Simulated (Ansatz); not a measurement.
```yaml
atoms:
  - { symbol: B, position_ang: [0.1462, 0.0017, -1.3985] }
  - { symbol: O, position_ang: [-0.1417, -0.0061, -0.1300] }
  - { symbol: S, position_ang: [0.0068, -0.0054, 1.5241] }
```

Geometry: B3LYP-D3(BJ)/def2-SVP.

These are results of isolated molecule in a Gaussian basis; Kohn-Sham density functional theory, functional PBE0 (Ansatz), not measurements.

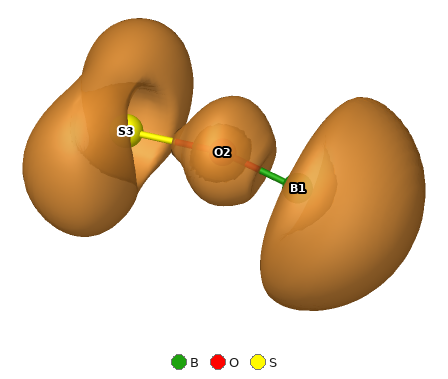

BOS (SMILES [B]=[O+][S-]) (doublet). Isosurface of the electron localisation function at 0.75 (orange), seen at an oblique angle. Core shells and regions of very low density are left out.

Question: Describe the localisation domains.

Answer: The surface consists of one region on O in which the atom's valence shell and bonds are merged, one ring or bowl of non-bonding electrons around S and one lobe on B, pointing away from the bonds (non-bonding electrons). Along the contacts the grid gives the following. B–O (1.30 Å): the ELF peaks at about 0.85 between the atoms: a short, strongly polar bond. S–O (1.66 Å): the ELF peaks at about 0.80 between the atoms; a polar covalent bond.
